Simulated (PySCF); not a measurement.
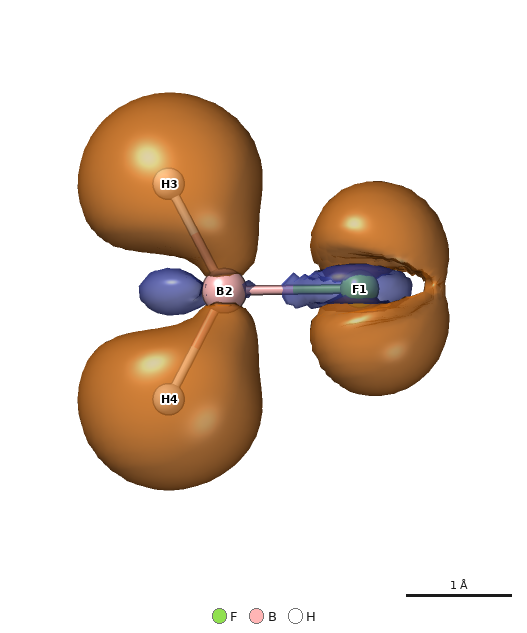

BFH₂, SMILES `FB`. Fukui function f⁻ = ρ(N) − ρ(N−1) at fixed geometry, surfaces at ±0.03 e/Å³ (orange positive, blue negative).

PySCF calculation, B3LYP/def2-SVPD, gas phase; geometry: GFN2-xTB. No frequency check shows the geometry to be a minimum.

Geometry (Å), atoms numbered from 1:

```
F1      -0.6384    0.0000    0.0000
B2       0.6668    0.0000    0.0000
H3       1.2056   -1.0405    0.0000
H4       1.2056    1.0405    0.0000
```

### Which atoms respond most to the removal of an electron?

f⁻ (Hirshfeld-condensed) is largest on B2 (0.28), F1 (0.25) and H3 and H4 (0.23 each); the vertical ionisation energy is 12.59 eV. Condensed values hint at sites of electrophilic attack but needn't mark the atom that reacts. Shares this close don't rank the sites. Orbital relaxation makes it negative in places (0.06 e in all).

```json
{"atom": "F1", "f⁻": "+0.25", "charge": "−0.13"}
{"atom": "B2", "f⁻": "+0.28", "charge": "+0.24"}
{"atom": "H3", "f⁻": "+0.23", "charge": "−0.06"}
{"atom": "H4", "f⁻": "+0.23", "charge": "−0.06"}
```

Run time: 17 s on 1 thread of Arm Neoverse V2, on a shared host, peak memory 0.28 GiB.
